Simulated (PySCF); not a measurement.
Al(Me)2(SH), SMILES [CH3][Al]([CH3])[SH] at its PBE0/def2-SVP optimised geometry (Å):

```
11

Al    -0.0740     0.2733     0.0000
C      1.8785     0.2733     0.0000
H      2.3084     1.2868    -0.0159
H      2.2716    -0.2728    -0.8747
H      2.2712    -0.2437     0.8925
C     -1.1918    -1.3331    -0.0184
H     -1.6899    -1.4526    -0.9962
H     -1.9921    -1.2893     0.7389
H     -0.6057    -2.2482     0.1641
S     -1.0455     2.2482     0.0000
H     -2.3084     1.7670     0.0015
```

Calculation: PBE0/def2-TZVP run with PySCF 2.14.0.

Map of the Laplacian of the electron density (e/bohr⁵) on the plane z = 1.0 Å:

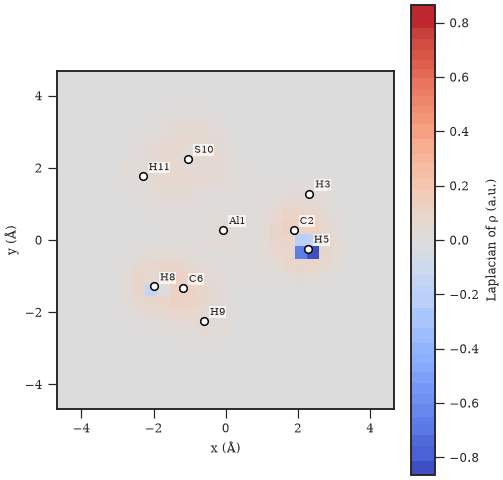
Figure. Laplacian of the electron density (e/bohr⁵) on the plane z = 1.0 Å.
